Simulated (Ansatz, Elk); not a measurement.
## CdSiAsP: X-ray structure factors from the self-consistent density

Structure refinements treat a crystal as free atoms side by side. For a made-up structure of CdSiAsP (cell and positions from a r2SCAN relaxation) the runs below show what the calculated density changes in F(hkl).

Calculated with Elk 11.2.3 (patched build); DFT, PBE, all-electron APW+lo, Dirac cores, scalar-relativistic bands, static density, no spin.

The structure was built from a prototype and need not be the compound's stable phase.

**1. The structure**

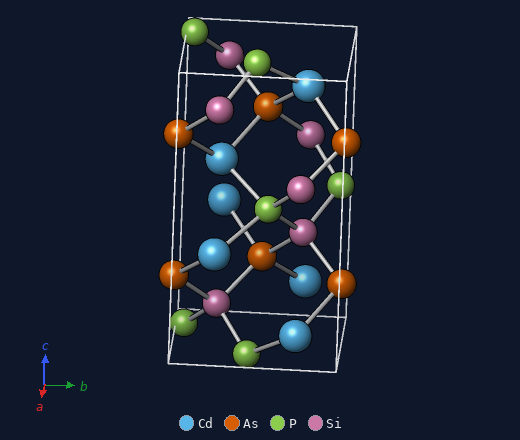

The starting structure, seen slightly off an axis (cadmium blue, arsenic orange, phosphorus green, silicon pink). This picture shows the conventional cell, with its axes. Some periodic images of atoms are drawn too.

**2. Ground state and structure factors**

An all-electron density is needed, since X-rays see the cores too. Task 0 finds the density and task 195 Fourier-transforms it; tshift is off so that phases refer to the origin typed.

The input, elk.in:

```
tasks
  0
  195

xctype
  20

spinpol
  .false.

rgkmax
  7.0

gmaxvr
  14.0

lmaxo
  7

lmaxapw
  8

swidth
  0.002

tshift
  .false.

ramdisk
  .false.

hmaxvr
  5.5

maxscl
  120

epspot
  1e-06

sppath
  './'

avec
  -5.51744827147 5.44484239663 10.12371235981
  5.51744827147 -5.44484239663 10.12371235981
  5.51744827147 5.44484239663 -10.12371235981

atoms
  4
  'Cd.in'
  2
  0.8827665690 0.6327665690 0.2500000000   0.000000 0.000000 0.000000
  0.6172334310 0.8672334310 0.7500000000   0.000000 0.000000 0.000000
  'As.in'
  2
  0.4617293058 0.7500000000 0.2117293058   0.000000 0.000000 0.000000
  0.0382706942 0.2500000000 0.2882706942   0.000000 0.000000 0.000000
  'P.in'
  2
  0.2500000000 0.0484056615 0.7984056615   0.000000 0.000000 0.000000
  0.7500000000 0.4515943385 0.7015943385   0.000000 0.000000 0.000000
  'Si.in'
  2
  0.3791381718 0.1291381718 0.2500000000   0.000000 0.000000 0.000000
  0.1208618282 0.3708618282 0.7500000000   0.000000 0.000000 0.000000

ngridk
  6 6 6
```

Launch:

```bash
OMP_NUM_THREADS=4 elk
```

Numbers of over 12 decimals in the logs are rounded to 6 here.

The program printed:

```text
┌─────────────────────────┐
│ Elk code version 11.2.3 │
└─────────────────────────┘

All units are atomic (Hartree, Bohr, etc.)

┌─────────────────────────────────────────────────┐
│ Ground-state run starting from atomic densities │
└─────────────────────────────────────────────────┘

Lattice vectors :
  -5.517448271       5.444842397       10.12371236
   5.517448271      -5.444842397       10.12371236
   5.517448271       5.444842397      -10.12371236

Reciprocal lattice vectors :
  0.2074906664E-17  0.5769850484      0.3103202207
  0.5693923167      0.4761013765E-17  0.3103202207
  0.5693923167      0.5769850484      0.2087004142E-17

Unit cell volume      :    1216.531538
Brillouin zone volume :   0.2038995339

Muffin-tin inner radius fraction :   0.1000000000E-01

Nuclei treated as point charges

Species : 1 (Cd)
 parameters loaded from : Cd.in
 name : cadmium
 nuclear charge    :   -48.00000000
 electronic charge :    48.00000000
 atomic mass :    204912.7176
 muffin-tin radius :    2.600000000
 number of radial points in muffin-tin :   1193
 inner part over the whole radius :   0.9972693929E-02
 number on inner part of muffin-tin    :    850
 approximate nuclear radius :   0.8708852602E-04
 number of mesh points to nuclear radius :    426
 atomic positions (lattice), magnetic fields (Cartesian) :
  1 :   0.88276657  0.63276657  0.25000000    0.00000000  0.00000000  0.00000000
  2 :   0.61723343  0.86723343  0.75000000    0.00000000  0.00000000  0.00000000

Species : 2 (As)
 parameters loaded from : As.in
 name : arsenic
 nuclear charge    :   -33.00000000
 electronic charge :    33.00000000
 atomic mass :    136573.7220
 muffin-tin radius :    2.293358231
 number of radial points in muffin-tin :    993
 inner part over the whole radius :   0.9994396327E-02
 number on inner part of muffin-tin    :    702
 approximate nuclear radius :   0.7712558785E-04
 number of mesh points to nuclear radius :    342
 atomic positions (lattice), magnetic fields (Cartesian) :
  1 :   0.46172931  0.75000000  0.21172931    0.00000000  0.00000000  0.00000000
  2 :   0.03827069  0.25000000  0.28827069    0.00000000  0.00000000  0.00000000

Species : 3 (P)
 parameters loaded from : P.in
 name : phosphorus
 nuclear charge    :   -15.00000000
 electronic charge :    15.00000000
 atomic mass :    56461.71230
 muffin-tin radius :    2.164871924
 number of radial points in muffin-tin :    793
 inner part over the whole radius :   0.9844591047E-02
 number on inner part of muffin-tin    :    553
 approximate nuclear radius :   0.6081821256E-04
 number of mesh points to nuclear radius :    249
 atomic positions (lattice), magnetic fields (Cartesian) :
  1 :   0.25000000  0.04840566  0.79840566    0.00000000  0.00000000  0.00000000
  2 :   0.75000000  0.45159434  0.70159434    0.00000000  0.00000000  0.00000000

Species : 4 (Si)
 parameters loaded from : Si.in
 name : silicon
 nuclear charge    :   -14.00000000
 electronic charge :    14.00000000
 atomic mass :    51196.73458
 muffin-tin radius :    2.068677852
 number of radial points in muffin-tin :    793
 inner part over the whole radius :   0.9894666675E-02
 number on inner part of muffin-tin    :    552
 approximate nuclear radius :   0.5963282101E-04
 number of mesh points to nuclear radius :    247
 atomic positions (lattice), magnetic fields (Cartesian) :
  1 :   0.37913817  0.12913817  0.25000000    0.00000000  0.00000000  0.00000000
  2 :   0.12086183  0.37086183  0.75000000    0.00000000  0.00000000  0.00000000

Total number of atoms per unit cell :    8
Total muffin-tin volume :    407.4578526
 ratio of muffin-tin to unit cell volume :   0.3349340646

Spin treatment :
 spin-unpolarised

Number of Bravais lattice symmetries :    8
Number of crystal symmetries         :    4
Crystal has no inversion symmetry
Complex Hermitian eigensolver will be used

k-point grid :      6     6     6
k-point offset :    0.000000000       0.000000000       0.000000000
[...]
Estimated direct band gap   :   0.5660609272E-01
 at k-point 1

Charges :
 core                        :    136.0000000
 valence                     :    84.00000000
 interstitial                :    13.42730291
 muffin-tins (core leakage)
  species : 1 (Cd)
[...]
species : 2 (As)
[...]
species : 3 (P)
[...]
species : 4 (Si)
[...]
total in muffin-tins        :    206.5726971
 total calculated charge     :    219.9923801
 total charge                :    220.0000000
 error                       :   0.7619874951E-02

RMS change in Kohn-Sham potential (target) :   0.3836168158     (  0.1000000000E-05)
Absolute change in total energy (target)   :    1.051081493     (  0.1000000000E-03)

[... loops 3 to 14 left out ...]

┌──────────────────┐
│ Loop number : 15 │
└──────────────────┘

Energies :
 Fermi                       :     0.196443
 sum of occupied eigenvalues :     -10029.202978750
 electron kinetic            :      17626.628211527
 core electron kinetic       :      16863.334601052
 Coulomb                     :     -34039.703662955
 Coulomb potential           :     -26919.793579175
 nuclear-nuclear             :     -1760.5195671050
 electron-nuclear            :     -37672.322301585
 Hartree                     :      5393.1382057353
 Madelung                    :     -20579.806873367
 xc potential                :     -736.03761110253
 exchange                    :     -554.80319004563
 correlation                 :     -10.665336739656
 electron entropic           :    -0.12922834152871E-07
 total energy                :     -16978.543978226

Density of states at Fermi energy :   0.2514940910E-03
 (states/Hartree/unit cell)

Estimated indirect band gap :   0.4327724767E-01
 from k-point 1 to k-point 1
Estimated direct band gap   :   0.4327724767E-01
 at k-point 1

Charges :
 core                        :    136.0000000
 valence                     :    84.00000000
 interstitial                :    13.52438157
 muffin-tins (core leakage)
  species : 1 (Cd)
[...]
species : 2 (As)
[...]
species : 3 (P)
[...]
species : 4 (Si)
[...]
total in muffin-tins        :    206.4756184
 total calculated charge     :    219.9925619
 total charge                :    220.0000000
 error                       :   0.7438053689E-02

RMS change in Kohn-Sham potential (target) :   0.1588223825E-06 (  0.1000000000E-05)
Absolute change in total energy (target)   :   0.7572125105E-04 (  0.1000000000E-03)

Convergence targets achieved

┌──────────────────┐
│ Loop number : 16 │
└──────────────────┘

Energies :
 Fermi                       :     0.196443
 sum of occupied eigenvalues :     -10029.202966173
 electron kinetic            :      17626.628216692
 core electron kinetic       :      16863.334605113
 Coulomb                     :     -34039.703657200
 Coulomb potential           :     -26919.793579193
 nuclear-nuclear             :     -1760.5195671050
 electron-nuclear            :     -37672.322289585
 Hartree                     :      5393.1381994903
 Madelung                    :     -20579.806867604
 xc potential                :     -736.03760367187
 exchange                    :     -554.80318969551
 correlation                 :     -10.665336747263
 electron entropic           :    -0.12922877046519E-07
 total energy                :     -16978.543966964

Density of states at Fermi energy :   0.2514949825E-03
 (states/Hartree/unit cell)

Estimated indirect band gap :   0.4327723419E-01
 from k-point 1 to k-point 1
Estimated direct band gap   :   0.4327723419E-01
 at k-point 1

Charges :
 core                        :    136.0000000
 valence                     :    84.00000000
 interstitial                :    13.52438155
 muffin-tins (core leakage)
  species : 1 (Cd)
[...]
species : 2 (As)
[...]
species : 3 (P)
[...]
atom 2                    :    13.30186943     (  0.3850523734E-03)
  species : 4 (Si)
   atom 1                    :    11.90584763     (  0.2593449711E-02)
   atom 2                    :    11.90584763     (  0.2593449711E-02)
 total in muffin-tins        :    206.4756184
 total calculated charge     :    219.9925619
 total charge                :    220.0000000
 error                       :   0.7438054228E-02

┌──────────────────────────────┐
│ Self-consistent loop stopped │
└──────────────────────────────┘

Warning : core states of species 1 leak from the muffin-tin :   0.2441883761E-03

Warning : core states of species 2 leak from the muffin-tin :   0.2751686991E-03

Warning : core states of species 3 leak from the muffin-tin :   0.3850523734E-03

Warning : core states of species 4 leak from the muffin-tin :   0.2593449711E-02

Wrote STATE.OUT
```

It took 2.1 min on 4 threads of INTEL XEON PLATINUM 8581C at 2.30GHz (Emerald Rapids), shared host; peak memory 0.36 GiB.

SFACRHO.OUT:

```text

h k l indices transformed by vhmat matrix:
   1.000000000       0.000000000       0.000000000    
   0.000000000       1.000000000       0.000000000    
   0.000000000       0.000000000       1.000000000    

      h      k      l  multipl.   |H|            Re(F)            Im(F)           |F|

      0      0      0      1   0.0000000       220.00000      0.65191001E-15   220.00000    
      1      1     -1      1  0.62064044       24.746497      -0.0000000       24.746497    
     -1     -1      1      1  0.62064044       24.746497      -0.0000000       24.746497    
      1      0     -1      1  0.64846453     -0.50648300E-13  -40.713423       40.713423    
      0      1      0      1  0.64846453     -0.10551729E-13  -40.713423       40.713423    
      0     -1      0      1  0.64846453     -0.10551729E-13   40.713423       40.713423    
     -1      0      1      1  0.64846453     -0.50648300E-13   40.713423       40.713423    
     -1      0      0      1  0.65514150     -0.45372435E-13   28.803067       28.803067    
      0     -1      1      1  0.65514150      0.16882767E-13  -28.803067       28.803067    
      0      1     -1      1  0.65514150      0.16882767E-13   28.803067       28.803067    
      1      0      0      1  0.65514150     -0.46427608E-13  -28.803067       28.803067    
      0      0     -1      1  0.81062899     -0.10609344E-13  -33.518396       33.518396    
      0      0      1      1  0.81062899     -0.99773480E-14   33.518396       33.518396    
      1     -1      0      1  0.81062899      0.37175213E-14  -33.518396       33.518396    
     -1      1      0      1  0.81062899      0.15322784E-14   33.518396       33.518396    
      1      1      0      1   1.0209378      -104.42610       77.439382       130.00641    
     -1     -1      0      1   1.0209378      -104.42610      -77.439382       130.00641    
      0     -2      1      1   1.0209378       104.42610      -77.439382       130.00641
```

Elk indexes on the primitive cell of elk.in and gives |H| = 4π sin θ/λ in inverse bohr. Below, one row stands for each form hkl of the conventional cell (m members, Friedel mates merged), F is for one primitive cell and the density is static (no thermal factor). Free-atom factors are Waasmaier and Kirfel's, and R is Σm||F|−|F'||/Σm|F|.

```tsv
hkl	m	sin θ/λ (Å⁻¹)	abs F, DFT	neutral atoms	diff.	abs of complex diff.
002	2	0.093	24.747	24.768	-0.021	0.021
011	4	0.098	40.713	40.947	-0.234	0.234
101	4	0.099	28.803	28.977	-0.174	0.174
110	4	0.122	33.518	33.582	-0.064	0.064
112	8	0.153	130.006	129.498	+0.508	0.773
013	4	0.164	42.187	42.174	+0.013	0.013
103	4	0.165	63.155	63.239	-0.084	0.084
020	2	0.171	28.402	28.939	-0.538	0.538
200	2	0.173	30.541	31.107	-0.567	0.567
004	2	0.187	22.495	22.914	-0.419	0.419
022	4	0.195	44.282	44.362	-0.079	0.079
202	4	0.197	34.435	34.548	-0.112	0.112
121	8	0.198	52.805	52.997	-0.192	0.313
211	8	0.199	55.351	55.500	-0.150	0.251
114	8	0.223	34.537	34.664	-0.127	0.127
123	8	0.238	34.913	35.118	-0.205	0.208
213	8	0.239	34.647	34.873	-0.226	0.232
220	4	0.244	149.321	149.747	-0.426	0.426
015	4	0.248	53.192	53.379	-0.187	0.187
105	4	0.249	37.798	37.989	-0.192	0.192
024	4	0.253	151.150	151.588	-0.438	0.438
204	4	0.255	148.634	149.049	-0.415	0.415
```

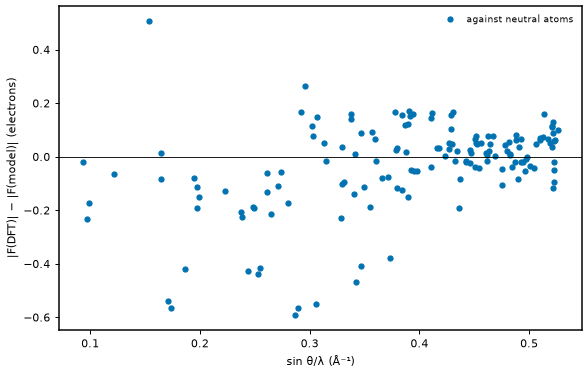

Difference between the calculated structure factors and the independent-atom ones.

**3. The highest occupied states alone**

An energy window below the Fermi level keeps the highest occupied states, to see at which angles they scatter; shallow core shells can lie inside it and anion s states outside. No new self-consistency is needed.

Changes to elk.in since step 2:

```diff
@@ -1,3 +1,2 @@
 tasks
-  0
   195
@@ -40,2 +39,5 @@
 
+wsfac
+  -0.354800 0.496440
+
 sppath
```

Launch:

```bash
OMP_NUM_THREADS=4 elk
```

The program printed:

```text
┌─────────────────────────────────┐
│ Elk code version 11.2.3 started │
└─────────────────────────────────┘

Info(readinput): the functional depends on the density's gradient
 muffin-tin radial points multiplied by    2.00000
 (not where nrmtscf is given)

┌────────────────────┐
│ Current task : 195 │
└────────────────────┘
Info(checkmt): changed muffin-tin radius of species 2 (As) from   2.4000 to   2.2934
Info(checkmt): changed muffin-tin radius of species 3 (P) from   2.2000 to   2.1649
Info(checkmt): changed muffin-tin radius of species 4 (Si) from   2.2000 to   2.0687

Info(sfacrho): density structure factors written to SFACRHO.OUT

 Energy window :  -0.3548000000      0.4964400000

┌──────────────────┐
│ Elk code stopped │
└──────────────────┘
```

It took 18 s on 4 threads; peak memory 0.27 GiB.

States within 15 eV below the Fermi level hold 52.00 electrons; any levels below the window count with the cores. Their amplitudes can exceed the total, where window and core parts have opposite phase:

```tsv
hkl	sin θ/λ (Å⁻¹)	abs F, window	abs F, all
002	0.093	2.435	24.747
011	0.098	8.558	40.713
101	0.099	7.938	28.803
110	0.122	0.295	33.518
112	0.153	18.982	130.006
013	0.164	8.169	42.187
103	0.165	10.423	63.155
020	0.171	9.588	28.402
200	0.173	9.246	30.541
004	0.187	8.552	22.495
```

**4. Another functional**

The difference from free atoms is small, so it is set against the change that LDA (Perdew-Wang) makes.

Changes to elk.in since step 3:

```diff
@@ -1,2 +1,3 @@
 tasks
+  0
   195
@@ -4,3 +5,3 @@
 xctype
-  20
+  3
 
@@ -39,5 +40,2 @@
 
-wsfac
-  -0.354800 0.496440
-
 sppath
```

Launch:

```bash
OMP_NUM_THREADS=4 elk
```

The program printed:

```text
┌─────────────────────────┐
│ Elk code version 11.2.3 │
└─────────────────────────┘

All units are atomic (Hartree, Bohr, etc.)

┌─────────────────────────────────────────────────┐
│ Ground-state run starting from atomic densities │
└─────────────────────────────────────────────────┘

Lattice vectors :
  -5.517448271       5.444842397       10.12371236
   5.517448271      -5.444842397       10.12371236
   5.517448271       5.444842397      -10.12371236

Reciprocal lattice vectors :
  0.2074906664E-17  0.5769850484      0.3103202207
[...]
total in muffin-tins        :    206.5127725
 total calculated charge     :    219.9924553
 total charge                :    220.0000000
 error                       :   0.7544727010E-02

┌──────────────────────────────┐
│ Self-consistent loop stopped │
└──────────────────────────────┘

Warning : core states of species 1 leak from the muffin-tin :   0.2440030736E-03

Warning : core states of species 2 leak from the muffin-tin :   0.2765582364E-03

Warning : core states of species 3 leak from the muffin-tin :   0.3844111874E-03

Warning : core states of species 4 leak from the muffin-tin :   0.2644704717E-02

Wrote STATE.OUT
[key lines of the parts left out:]
total energy                :     -16958.279461817
```

Wall time 96 s (4 threads); peak memory 0.29 GiB.

Against the first run R = 0.05 %; the largest change is -0.068 at 228.

**5. A coarser k-mesh**

About half the k-points along each axis test the sampling.

Changes to elk.in since step 4:

```diff
@@ -5,3 +5,3 @@
 xctype
-  3
+  20
 
@@ -68,2 +68,2 @@
 ngridk
-  6 6 6
+  3 3 3
```

Launch:

```bash
OMP_NUM_THREADS=4 elk
```

The program printed:

```text
┌─────────────────────────┐
│ Elk code version 11.2.3 │
└─────────────────────────┘

All units are atomic (Hartree, Bohr, etc.)

┌─────────────────────────────────────────────────┐
│ Ground-state run starting from atomic densities │
└─────────────────────────────────────────────────┘

Lattice vectors :
  -5.517448271       5.444842397       10.12371236
   5.517448271      -5.444842397       10.12371236
   5.517448271       5.444842397      -10.12371236

Reciprocal lattice vectors :
  0.2074906664E-17  0.5769850484      0.3103202207
[...]
total in muffin-tins        :    206.4766614
 total calculated charge     :    219.9925731
 total charge                :    220.0000000
 error                       :   0.7426870672E-02

┌──────────────────────────────┐
│ Self-consistent loop stopped │
└──────────────────────────────┘

Warning : core states of species 1 leak from the muffin-tin :   0.2441913936E-03

Warning : core states of species 2 leak from the muffin-tin :   0.2751929338E-03

Warning : core states of species 3 leak from the muffin-tin :   0.3850929055E-03

Warning : core states of species 4 leak from the muffin-tin :   0.2592851977E-02

Wrote STATE.OUT
[key lines of the parts left out:]
total energy                :     -16978.542530564
```

Wall time 42 s (4 threads); peak memory 0.35 GiB; 89 s of CPU time.

Against the first run R = 0.00 %; the largest change is -0.005 at 200.

**6. Settings against the effect**

```tsv
run	R against the first run (%)	R against neutral atoms, low angle (%)	wall time
PBE, rgkmax 7	0.00	0.43	2.1 min
LDA (Perdew-Wang)	0.05	0.43	96 s
k-mesh 3×3×3	0.00	0.43	42 s
```

**7. Results**

| Property | Result |
| --- | --- |
| R against neutral atoms, sin θ/λ < 0.3 Å⁻¹ | 0.43 % |
| R against neutral atoms, 0.3 to 0.53 Å⁻¹ | 0.19 % |

Independent neutral atoms miss the calculated amplitudes by R = 0.43 % below 0.3 Å⁻¹ and 0.19 % from there to 0.53 Å⁻¹; by shells, 0.42 % below 0.15 Å⁻¹ (4 forms), 0.43 % 0.15 to 0.3 (28 forms), 0.22 % 0.3 to 0.45 (62 forms), 0.15 % above 0.45 (55 forms). Bonding, aspherical density and the tables' own atoms all enter these figures, and the runs don't part them. The largest change of an amplitude is -0.59 electrons, at 132. R counts amplitudes alone; phases shift too. The window's part falls from 52.0 electrons at the origin to at most 1.18 between 0.45 and 0.53 Å⁻¹, where compact states inside the window still scatter. Below 0.3 Å⁻¹ the changes that finished (LDA (Perdew-Wang) and k-mesh 3×3×3) move F by R = 0.03 % at most, against the 0.43 % that separates it from free atoms. The basis has no finished test. Part of the difference isn't bonding: the tables are fits to free atoms and ions calculated by other methods than this functional. Thermal motion, anomalous dispersion and extinction are left out.

[Logs are printed without paths, hosts, clocks, repeated set-up lines and the standing remarks that a program may print on its own settings, such as how far it seeks lower states.]

[Hosts, paths, dates, database ids (printed as entryN), source tags and the programs' standing remarks are cut or masked in the printed files.]
